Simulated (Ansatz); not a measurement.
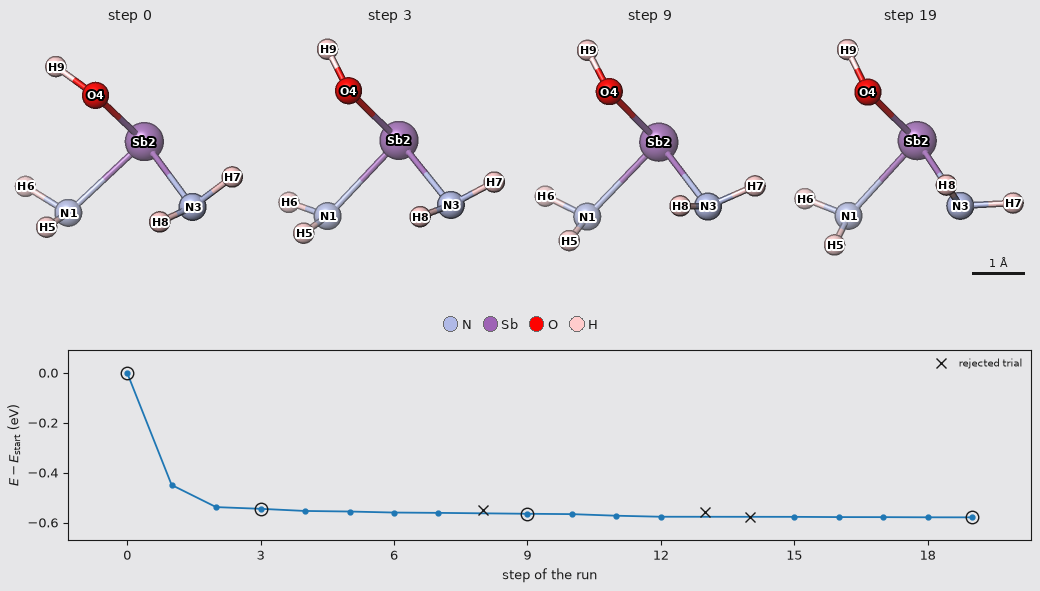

Frames of a relaxation of SbN2H5O (coarse preliminary run), marked on the history of the run. Style: ball-and-stick. Shown from a free direction.

The start comes from a force field.

These are results of RKS PBE-D4/def2-SVP (Ansatz 0.2.0), not measurements. Settings: force threshold 0.03 eV/Å; at most 200 steps.

What happens along the run?

H8 moves most after the best rigid fit: 0.81 Å. By element the largest moves are H 0.81 Å, N 0.27 Å, O 0.23 Å, Sb 0.16 Å. Some distances before and after: N1–H6 1.115 → 1.029 Å, Sb2–O4 1.958 → 2.043 Å, O4–H9 1.057 → 0.976 Å, N3–H8 0.981 → 1.033 Å. Bond angles that change, for instance: N1–Sb2–O4 93.3° → 102.8°, Sb2–N1–H6 106.9° → 115.2°, H5–N1–H6 103.8° → 109.1°. Groups turn about Sb2–N3 by about 50°, Sb2–O4 by about 25°. After 16 accepted moves (19 points after the start) the energy has fallen by 0.579 eV. Largest force component: 3.3 eV/Å at the start, 0.018 eV/Å at the end. The line search rejected the trial steps at points 8, 13, 14 of the run. The forces were under the threshold at step 15, but the run went on from there. From step 0 to 3: H9 moves most (0.45 Å), energy −0.545 eV. From step 3 to 9: H8 moves most (0.25 Å), energy −0.020 eV. From step 9 to 19: H8 moves most (0.44 Å), energy −0.014 eV.
